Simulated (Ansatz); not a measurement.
## SiH$_{5}$ClO: geometry relaxation

SiH$_{5}$ClO, computed with RKS B3LYP-D4/def2-SVP (Ansatz 0.2.0).

It belongs to a series of runs on one base structure; here: end point B relaxed. Figures and captions count atoms from 1; the log counts them from 0 in places.

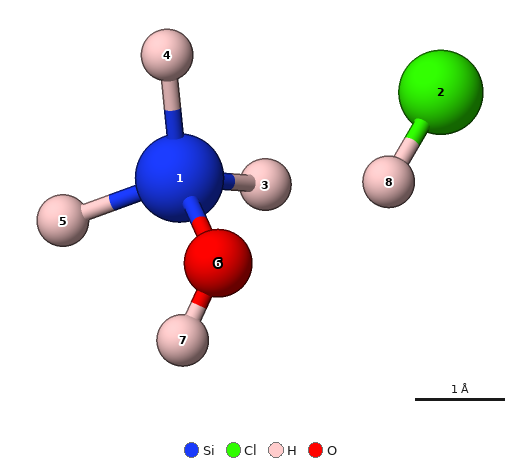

Figure 1. The starting structure (ball-and-stick view, seen at a tilt; atoms are numbered from 1 in the order of the input). Bond lengths as drawn: Cl–H 1.33 Å, H–O 0.96 Å, H–Si 1.48 to 1.50 Å and O–Si 1.68 Å.

Input
```yaml
crystal:
  periodic: [false, false, false]
  atoms:
    - { symbol: Si, position_ang: [-0.410748, -0.123513, -0.39131] }
    - { symbol: Cl, position_ang: [0.080873, 0.829608, 2.769375] }
    - { symbol: H, position_ang: [0.780056, -0.851317, 0.119762] }
    - { symbol: H, position_ang: [-0.16739, 1.339359, -0.395052] }
    - { symbol: H, position_ang: [-0.673324, -0.580605, -1.791995] }
    - { symbol: O, position_ang: [-1.795183, -0.430079, 0.515789] }
    - { symbol: H, position_ang: [-2.357506, -1.13246, 0.169332] }
    - { symbol: H, position_ang: [-1.113777, 0.319305, 2.471799] }
basis:
  gaussian: { orbitals: def2-SVP }
hamiltonian:
  xc: b3lyp
  dispersion: d4
relax:
  f_tol: 0.03
  max_steps: 50
output:
  orbitals: {}
```

Run on 1 thread of Arm Neoverse V1, 24 GiB of memory available, shared host.

Launch command:
```bash
ansatz run input.yaml --threads 1 --pin off --max-ram 2048MiB --backend cpu --events-out ev --progress --plain --runs-dir out
```

Output
```
The last accepted step is kept in [file] (removed where the run ends without a failure and the disk answers)
Engine: ansatz 0.2.0, aarch64-unknown-linux-gnu
Functional definition: B3LYP
  parameter a0 = 0.2
  parameter ax = 0.72
  parameter ac = 0.81
  exchange = (1 - a0 - ax)*slater_x + ax*b88_x + a0*exact_x
  correlation = (1 - ac)*vwn_rpa_c + ac*lyp_c
761 factors; integrals over basis functions are off by at most 4.3e-4 eV
mean field evaluation 1: about -22518.7471 eV, gradient 4.7e1 eV
mean field evaluation 2: about -22510.6726 eV, gradient 8.1e1 eV
mean field evaluation 4: about -22522.6173 eV, gradient 1.8e0 eV
mean field evaluation 8: about -22522.6252 eV, gradient 5.2e-2 eV
mean field -22522.62523189 eV, -827.6912108882 hartree, gradient 5.7e-5 eV, S^2 0.000000; 0 other end points of the search recorded, 0 dependent functions left out
the calculation of the forces begins
reference -22522.62547170 eV, -827.6912197010 hartree; 22, 22 occupied and 53, 53 virtual orbitals, 761 factors
relax step   1: F+E_penalty+E_count = -22522.83243124 eV  Δ(F+E_penalty+E_count) = +0.000e0 eV  max|allowed force component| = 9.263e-1 eV/Å  Δτ_max = 0.0000 Å  (22 SCF iters, accepted)
these checks for a lower state are left out or cut short: starts, cluster_reference, orbital_swaps, neighbouring_geometries, increment
761 factors; integrals over basis functions are off by at most 4.3e-4 eV
mean field evaluation 16: about -22522.6656 eV, gradient 2.9e-1 eV
mean field -22522.66773311 eV, -827.6927727793 hartree, gradient 9.4e-6 eV, S^2 0.000000; 0 other end points of the search recorded, 0 dependent functions left out
[... from here on the field's lines of each further geometry are left out, up to the last ...]
relax step   2: F+E_penalty+E_count = -22522.86744011 eV  Δ(F+E_penalty+E_count) = -3.501e-2 eV  max|allowed force component| = 1.112e0 eV/Å  Δτ_max = 0.1960 Å  (25 SCF iters, accepted)
relax step   3: F+E_penalty+E_count = -22522.90367816 eV  Δ(F+E_penalty+E_count) = -3.624e-2 eV  max|allowed force component| = 1.507e0 eV/Å  Δτ_max = 0.1999 Å  (26 SCF iters, accepted)
relax step   4: F+E_penalty+E_count = -22522.95371243 eV  Δ(F+E_penalty+E_count) = -5.003e-2 eV  max|allowed force component| = 2.134e-1 eV/Å  Δτ_max = 0.1203 Å  (26 SCF iters, accepted)
relax step   5: F+E_penalty+E_count = -22522.95787595 eV  Δ(F+E_penalty+E_count) = -4.164e-3 eV  max|allowed force component| = 1.789e-1 eV/Å  Δτ_max = 0.0747 Å  (22 SCF iters, accepted)
relax step   6: F+E_penalty+E_count = -22522.95657549 eV  Δ(F+E_penalty+E_count) = +1.300e-3 eV  max|allowed force component| = 3.552e-1 eV/Å  Δτ_max = 0.1165 Å  (25 SCF iters, rejected (line search))
relax step   7: F+E_penalty+E_count = -22522.96259216 eV  Δ(F+E_penalty+E_count) = -4.716e-3 eV  max|allowed force component| = 1.081e-1 eV/Å  Δτ_max = 0.0583 Å  (22 SCF iters, accepted)
relax step   8: F+E_penalty+E_count = -22522.96486128 eV  Δ(F+E_penalty+E_count) = -2.269e-3 eV  max|allowed force component| = 6.503e-2 eV/Å  Δτ_max = 0.0617 Å  (22 SCF iters, accepted)
relax step   9: F+E_penalty+E_count = -22522.96589284 eV  Δ(F+E_penalty+E_count) = -1.032e-3 eV  max|allowed force component| = 4.883e-2 eV/Å  Δτ_max = 0.0378 Å  (21 SCF iters, accepted)
relax step  10: F+E_penalty+E_count = -22522.96672154 eV  Δ(F+E_penalty+E_count) = -8.287e-4 eV  max|allowed force component| = 1.999e-1 eV/Å  Δτ_max = 0.0856 Å  (22 SCF iters, accepted)
relax step  11: F+E_penalty+E_count = -22522.96741076 eV  Δ(F+E_penalty+E_count) = -6.892e-4 eV  max|allowed force component| = 4.019e-2 eV/Å  Δτ_max = 0.0239 Å  (22 SCF iters, accepted)
relax step  12: F+E_penalty+E_count = -22522.96765141 eV  Δ(F+E_penalty+E_count) = -2.407e-4 eV  max|allowed force component| = 2.383e-2 eV/Å  Δτ_max = 0.0162 Å  (20 SCF iters, accepted)
relax step  13: F+E_penalty+E_count = -22522.96782923 eV  Δ(F+E_penalty+E_count) = -1.778e-4 eV  max|allowed force component| = 3.242e-2 eV/Å  Δτ_max = 0.0337 Å  (21 SCF iters, accepted)
the calculation of the forces begins
reference -22522.77628412 eV, -827.6967619554 hartree; 22, 22 occupied and 53, 53 virtual orbitals, 761 factors
relax step  14: F+E_penalty+E_count = -22522.96787956 eV  Δ(F+E_penalty+E_count) = -5.033e-5 eV  max|allowed force component| = 1.171e-2 eV/Å  Δτ_max = 0.0175 Å  (21 SCF iters, accepted)
761 factors; integrals over basis functions are off by at most 4.1e-4 eV
mean field evaluation 96: about -22522.7769 eV, gradient 2.6e-1 eV
```

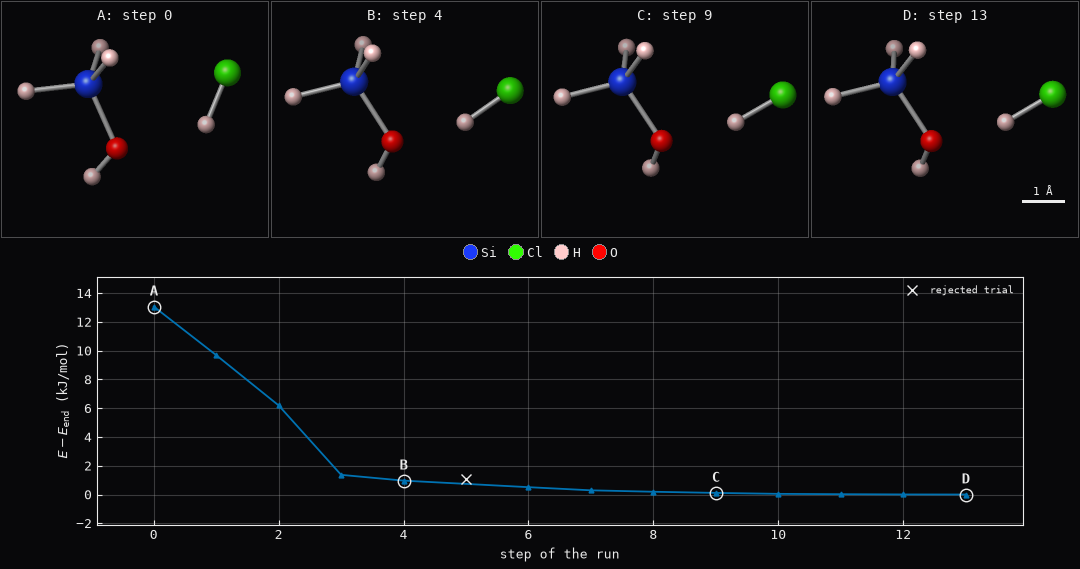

Figure 2. Frames of the relaxation (ball-and-stick view, seen at a tilt) above the curves, on which the letters mark them (the first geometry is step 0 here and step 1 in the log).

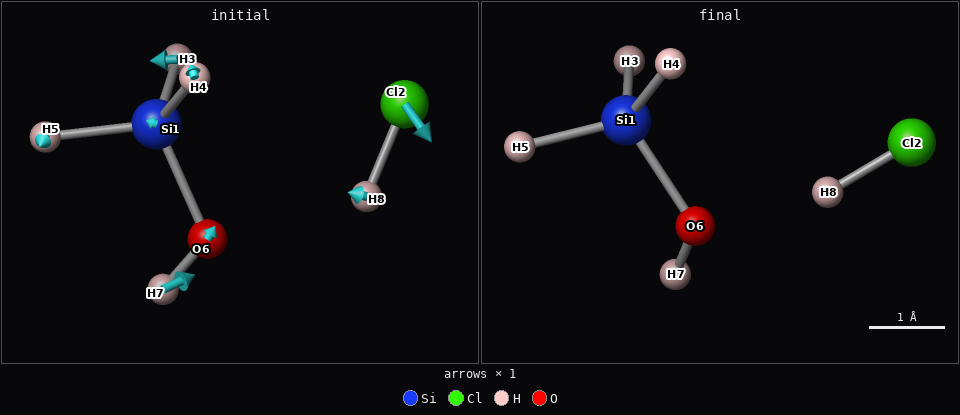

Figure 3. Before (left) and after (right) the relaxation, at one scale (ball-and-stick view, seen at a tilt). The teal arrows give the displacements, at true length. The atom that moves furthest after the best rigid fit is Cl2 (0.63 Å). By element the largest moves are Cl 0.63 Å, H 0.55 Å, O 0.21 Å, Si 0.15 Å. Distances before and after: Cl2–H8 1.333 → 1.310 Å, Si1–O6 1.683 → 1.691 Å, Si1–H5 1.497 → 1.492 Å. Among the angles that change: H4–Si1–O6 108.4° → 105.4°, Si1–O6–H7 114.8° → 117.4°, H5–Si1–O6 107.7° → 109.8°. The energy falls by 13.1 kJ/mol in 13 geometry steps. The largest force component goes from 0.93 to 0.012 eV/Å. The line search rejected the trial step at point 5 (counted from 0) and went back. (Atoms are counted from 1 in the order of the input.)

```
mean field -22522.77604564 eV, -827.6967531912 hartree, gradient 5.8e-6 eV, S^2 0.000000; 1 other end points of the search recorded, 0 dependent functions left out
the calculation of the forces begins
reference -22522.77628412 eV, -827.6967619554 hartree; 22, 22 occupied and 53, 53 virtual orbitals, 761 factors
Total energy: -22522.96811804 eV, -827.7038117220 hartree
Atom 0 at    -0.377266    -0.135995    -0.536536 Å, force    -0.011634    -0.006883    -0.006686 eV/Å
Atom 1 at    -0.399791     0.846605     3.174068 Å, force    -0.004594    -0.000621    -0.005482 eV/Å
Atom 2 at     0.770655    -1.028332    -0.210214 Å, force     0.001658     0.002224     0.002083 eV/Å
Atom 3 at     0.016807     1.289543    -0.449549 Å, force     0.000582    -0.000297     0.000815 eV/Å
Atom 4 at    -0.864732    -0.463984    -1.908069 Å, force     0.001936     0.003823     0.008064 eV/Å
Atom 5 at    -1.634014    -0.323698     0.579587 Å, force     0.011715     0.001918    -0.011357 eV/Å
Atom 6 at    -2.052740    -1.192249     0.636337 Å, force    -0.002786     0.001865     0.005030 eV/Å
Atom 7 at    -1.115918     0.378408     2.182074 Å, force     0.003123    -0.002030     0.007532 eV/Å
Dipole moment:    -0.191819    -0.435180    -0.507165 e Å
```

Trajectory as extended XYZ (Å, eV, eV/Å), 14 frames, from step=1 to step=14
```
8
Properties=species:S:1:pos:R:3:forces:R:3 step=1 energy=-22522.83243
Si   -0.4107   -0.1235   -0.3913    0.0689   0.0645  -0.2610
Cl    0.0809    0.8296    2.7694   -0.9263  -0.3398  -0.0200
H     0.7801   -0.8513    0.1198    0.0034  -0.0316   0.0020
H    -0.1674    1.3394   -0.3951    0.0119  -0.0091  -0.0021
H    -0.6733   -0.5806   -1.7920   -0.0031  -0.0173  -0.0072
O    -1.7952   -0.4301    0.5158   -0.0031   0.0148   0.1583
H    -2.3575   -1.1325    0.1693   -0.0418  -0.0140   0.0667
H    -1.1138    0.3193    2.4718    0.8901   0.3326   0.0634
8
Properties=species:S:1:pos:R:3:forces:R:3 step=2 energy=-22522.86744
Si   -0.4124   -0.1277   -0.4278    0.1188   0.0408  -0.1044
Cl    0.0131    0.8518    2.9520   -1.1122  -0.5489  -0.5502
H     0.7804   -0.8585    0.0778    0.0057  -0.0186  -0.0057
H    -0.1568    1.3330   -0.4293    0.0008   0.0029  -0.0091
H    -0.6990   -0.5965   -1.8192   -0.0376   0.0050   0.0290
O    -1.7664   -0.4151    0.5364    0.0296   0.0224   0.0397
H    -2.3499   -1.1170    0.2215   -0.0160   0.0183   0.1348
H    -1.0660    0.3004    2.3564    1.0109   0.4781   0.4659
8
Properties=species:S:1:pos:R:3:forces:R:3 step=3 energy=-22522.90368
Si   -0.3849   -0.1217   -0.4819   -0.0769   0.0564   0.1083
Cl   -0.1481    0.7940    3.0194    0.0378   0.0304   0.1294
H     0.8142   -0.8606   -0.0015    0.0027  -0.0225  -0.0278
H    -0.1063    1.3342   -0.5335    0.0077  -0.0152  -0.0161
H    -0.7595   -0.6262   -1.8393   -0.0074   0.0060   0.0505
O    -1.6959   -0.3372    0.5683    1.2461   1.4680   0.2787
H    -2.2627   -1.0547    0.3902   -1.1967  -1.5071  -0.3319
H    -1.1138    0.2426    2.3460   -0.0132  -0.0161  -0.1912
8
Properties=species:S:1:pos:R:3:forces:R:3 step=4 energy=-22522.95371
Si   -0.3803   -0.1185   -0.4914   -0.0256   0.0075   0.0070
Cl   -0.2188    0.7598    3.1105   -0.0445  -0.0189  -0.0163
H     0.8219   -0.8641   -0.0287   -0.0007  -0.0081  -0.0181
H    -0.0955    1.3356   -0.5603    0.0033  -0.0149   0.0057
H    -0.7848   -0.6326   -1.8367   -0.0053   0.0162   0.0603
O    -1.6703   -0.3163    0.5875    0.1869   0.2134  -0.0461
H    -2.2546   -1.0636    0.4372   -0.1408  -0.2024   0.0143
H    -1.0746    0.2700    2.2496    0.0267   0.0071  -0.0068
8
Properties=species:S:1:pos:R:3:forces:R:3 step=5 energy=-22522.95788
Si   -0.3734   -0.1138   -0.5049   -0.0119  -0.0094  -0.0354
Cl   -0.2738    0.7253    3.1475   -0.1254  -0.0631  -0.1257
H     0.8282   -0.8675   -0.0529   -0.0082  -0.0061  -0.0126
H    -0.0771    1.3372   -0.5902   -0.0036  -0.0210   0.0126
H    -0.8073   -0.6389   -1.8361    0.0108   0.0220   0.0508
O    -1.6513   -0.2830    0.5926   -0.1555  -0.1718  -0.0795
H    -2.2204   -1.0634    0.5027    0.1649   0.1789   0.0453
H    -1.0819    0.2742    2.2090    0.1289   0.0704   0.1445
8
Properties=species:S:1:pos:R:3:forces:R:3 step=6 energy=-22522.95658 accepted=F
Si   -0.3783   -0.1194   -0.5038    0.0463   0.0592   0.2115
Cl   -0.2911    0.7300    3.1339    0.0054   0.0369   0.0161
H     0.8010   -0.9323   -0.0949   -0.0091   0.0173   0.0354
H    -0.0530    1.3245   -0.5242    0.0236   0.0218   0.0256
H    -0.8207   -0.5724   -1.8332   -0.0747  -0.0938  -0.3552
O    -1.6747   -0.2912    0.5700    0.1853   0.2628  -0.0088
H    -2.1369   -1.1327    0.5451   -0.1614  -0.2439   0.0602
H    -1.1034    0.3639    2.1747   -0.0155  -0.0601   0.0153
8
Properties=species:S:1:pos:R:3:forces:R:3 step=7 energy=-22522.96259
Si   -0.3775   -0.1159   -0.5155    0.0110   0.0014   0.0063
Cl   -0.2939    0.7365    3.1568   -0.0436  -0.0241  -0.0342
H     0.8125   -0.8938   -0.0718   -0.0075  -0.0073  -0.0111
H    -0.0616    1.3316   -0.5737   -0.0066  -0.0137   0.0068
H    -0.8098   -0.6143   -1.8546   -0.0041   0.0091   0.0122
O    -1.6586   -0.2759    0.5781   -0.0905  -0.1081  -0.0337
H    -2.1826   -1.0892    0.5388    0.0960   0.1075   0.0164
H    -1.0856    0.2913    2.2096    0.0453   0.0352   0.0372
8
Properties=species:S:1:pos:R:3:forces:R:3 step=8 energy=-22522.96486
Si   -0.3734   -0.1191   -0.5194   -0.0650   0.0116  -0.0469
Cl   -0.3244    0.7429    3.1649   -0.0037  -0.0019   0.0073
H     0.8064   -0.9264   -0.1027   -0.0057   0.0000   0.0176
H    -0.0460    1.3255   -0.5548    0.0205  -0.0055   0.0134
H    -0.8273   -0.5871   -1.8613    0.0233   0.0026  -0.0158
O    -1.6589   -0.2711    0.5704    0.0214  -0.0149   0.0148
H    -2.1371   -1.1101    0.5748    0.0021  -0.0074   0.0093
H    -1.0963    0.3157    2.1959    0.0071   0.0155   0.0004
8
Properties=species:S:1:pos:R:3:forces:R:3 step=9 energy=-22522.96589
Si   -0.3745   -0.1219   -0.5302   -0.0488   0.0093  -0.0104
Cl   -0.3516    0.7502    3.1901    0.0162   0.0063   0.0178
H     0.8013   -0.9396   -0.1223    0.0024  -0.0026   0.0057
H    -0.0364    1.3204   -0.5543    0.0167  -0.0008   0.0065
H    -0.8362   -0.5769   -1.8736    0.0136   0.0028  -0.0119
O    -1.6493   -0.2725    0.5722    0.0257  -0.0022  -0.0091
H    -2.1195   -1.1156    0.5899   -0.0064  -0.0160   0.0142
H    -1.0906    0.3262    2.1958   -0.0194   0.0033  -0.0129
8
Properties=species:S:1:pos:R:3:forces:R:3 step=10 energy=-22522.96672
Si   -0.3791   -0.1285   -0.5455    0.0344   0.0208   0.0407
Cl   -0.3891    0.7708    3.2060   -0.0064   0.0052  -0.0070
H     0.7834   -0.9843   -0.1717   -0.0219   0.0031  -0.0030
H    -0.0032    1.3057   -0.5189   -0.0114  -0.0165  -0.0103
H    -0.8527   -0.5293   -1.9011   -0.0067   0.0079  -0.0124
O    -1.6418   -0.2823    0.5702   -0.0724  -0.1999  -0.0106
H    -2.0611   -1.1543    0.6391    0.0736   0.1835  -0.0022
H    -1.1133    0.3726    2.1895    0.0107  -0.0040   0.0048
8
Properties=species:S:1:pos:R:3:forces:R:3 step=11 energy=-22522.96741
Si   -0.3792   -0.1300   -0.5436    0.0163   0.0209   0.0259
Cl   -0.3923    0.7940    3.2017   -0.0155  -0.0100  -0.0253
H     0.7782   -0.9945   -0.1762   -0.0096   0.0049  -0.0060
H    -0.0005    1.3030   -0.5088   -0.0054  -0.0142   0.0025
H    -0.8541   -0.5144   -1.9039   -0.0065  -0.0009  -0.0032
O    -1.6409   -0.2917    0.5720    0.0402   0.0218  -0.0266
H    -2.0598   -1.1590    0.6346   -0.0338  -0.0360   0.0152
H    -1.1084    0.3629    2.1920    0.0142   0.0135   0.0175
8
Properties=species:S:1:pos:R:3:forces:R:3 step=12 energy=-22522.96765
Si   -0.3785   -0.1307   -0.5400   -0.0064   0.0059   0.0059
Cl   -0.3912    0.8051    3.1908    0.0013   0.0015  -0.0014
H     0.7756   -1.0020   -0.1805    0.0006   0.0029  -0.0031
H     0.0020    1.3007   -0.4930    0.0006  -0.0046   0.0038
H    -0.8557   -0.5023   -1.9036    0.0009   0.0014   0.0020
O    -1.6410   -0.2995    0.5734    0.0238   0.0013  -0.0196
H    -2.0592   -1.1679    0.6339   -0.0177  -0.0089   0.0123
H    -1.1090    0.3670    2.1867   -0.0033   0.0004   0.0002
8
Properties=species:S:1:pos:R:3:forces:R:3 step=13 energy=-22522.96783
Si   -0.3779   -0.1340   -0.5369   -0.0128   0.0062  -0.0067
Cl   -0.3940    0.8345    3.1747    0.0038   0.0014   0.0075
H     0.7720   -1.0180   -0.1961    0.0012  -0.0023  -0.0023
H     0.0113    1.2937   -0.4630    0.0009  -0.0003  -0.0009
H    -0.8607   -0.4769   -1.9067    0.0067   0.0023   0.0137
O    -1.6384   -0.3143    0.5766    0.0015  -0.0324  -0.0088
H    -2.0561   -1.1838    0.6350    0.0026   0.0232   0.0038
H    -1.1132    0.3691    2.1842   -0.0039   0.0020  -0.0063
8
Properties=species:S:1:pos:R:3:forces:R:3 step=14 energy=-22522.96788
Si   -0.3773   -0.1360   -0.5365   -0.0116  -0.0069  -0.0067
Cl   -0.3998    0.8466    3.1741   -0.0046  -0.0006  -0.0055
H     0.7707   -1.0283   -0.2102    0.0017   0.0022   0.0021
H     0.0168    1.2895   -0.4495    0.0006  -0.0003   0.0008
H    -0.8647   -0.4640   -1.9081    0.0019   0.0038   0.0081
O    -1.6340   -0.3237    0.5796    0.0117   0.0019  -0.0114
H    -2.0527   -1.1922    0.6363   -0.0028   0.0019   0.0050
H    -1.1159    0.3784    2.1821    0.0031  -0.0020   0.0075
```

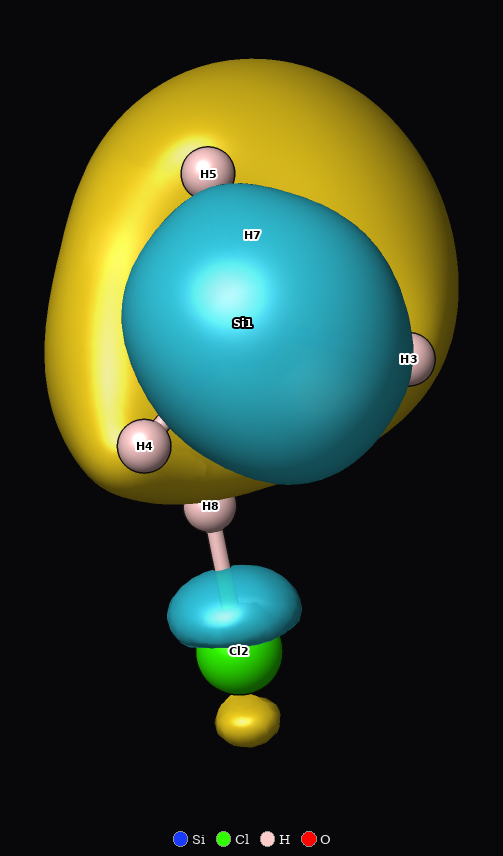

Figure 4. One frontier orbital at ±0.1 Å⁻³ᐟ² (yellow and cyan are the two phases), seen at an oblique angle. The LUMO, at −0.18 eV. Its weight (Hirshfeld) is mainly on Si1 (45 %), H7 (20 %) and O6 (15 %).

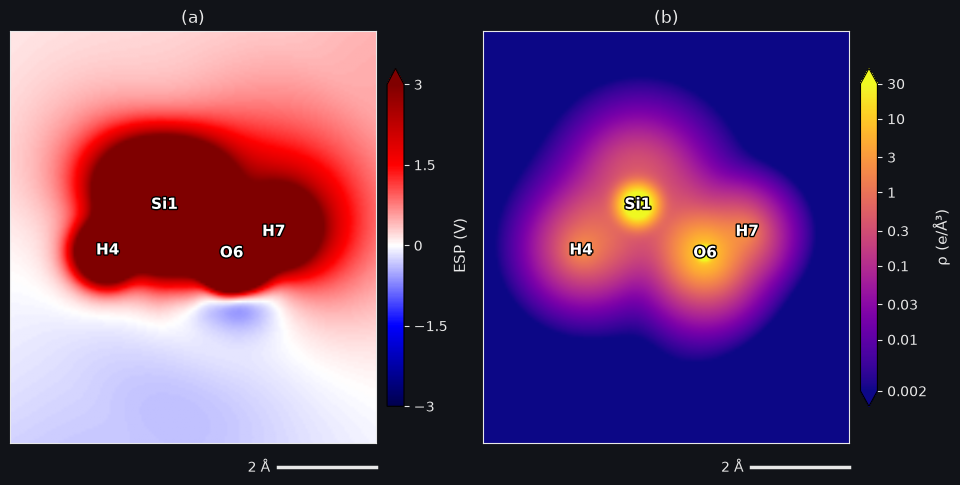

Figure 5. (a) molecular electrostatic potential; (b) electron density on the plane of atoms H4, Si1 and O6. Atoms in the plane: Si, H and O. Si–O (1.69 Å): ρ is about 1 e/Å³ halfway. O–H (0.97 Å): ρ at the midpoint is about 3.6 e/Å³, with its minimum of 2.3 e/Å³ about 0.8 Å from O.

Results in brief

- outcome: converged
- total energy: −22522.9681 eV
- mean-field energy: −22522.7763 eV
- largest force (length of the vector) at the end: 0.016 eV/Å
- wall time: 34 s
- peak memory: 0.14 GiB
